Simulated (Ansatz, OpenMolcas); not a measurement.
# CH3In (SMILES C[In]): the HOMO–LUMO gap, rung by rung

CH3In: 5 atoms, total charge 0, spin state singlet. As SMILES, `C[In]`. The coordinates come from a PBE0-D4/def2-TZVP relaxation.

```xyz
5

C    -0.1828    0.0732   -0.0706
In    1.7728   -0.7095    0.6846
H    -0.9730   -0.0409    0.6802
H    -0.5026   -0.4605   -0.9728
H    -0.1145    1.1378   -0.3214
```

Quantity: the HOMO–LUMO gap, in eV. The values are calculated.

```
                               level                    kind     program  value (eV)
       HF/def2-SVPD (core potential)            Hartree–Fock  OpenMolcas        8.23
    SVWN5/def2-SVPD (core potential)                     LDA      Ansatz        2.35
      PBE/def2-SVPD (core potential)                     GGA  OpenMolcas        2.38
   revPBE/def2-SVPD (core potential)                     GGA  OpenMolcas        2.41
    B3LYP/def2-SVPD (core potential)           global hybrid  OpenMolcas        3.58
    BHLYP/def2-SVPD (core potential)           global hybrid      Ansatz        5.42
CAM-B3LYP/def2-SVPD (core potential)  range-separated hybrid      Ansatz        5.99
    HSE06/def2-SVPD (core potential)  range-separated hybrid      Ansatz        3.24
```

The values span 2.35 to 8.23 eV. Orbital gaps aren't excitation energies; they tend to grow with the share of exact exchange.

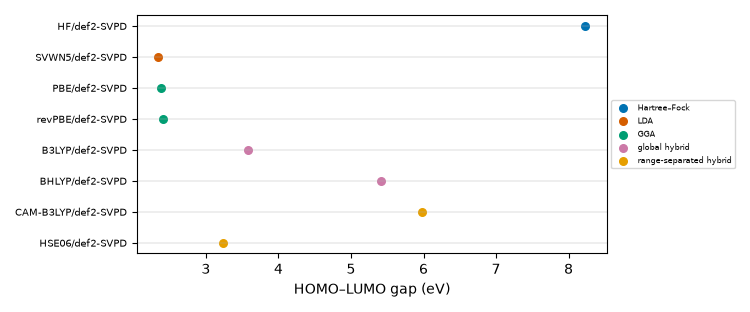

The values of the table, level by level.
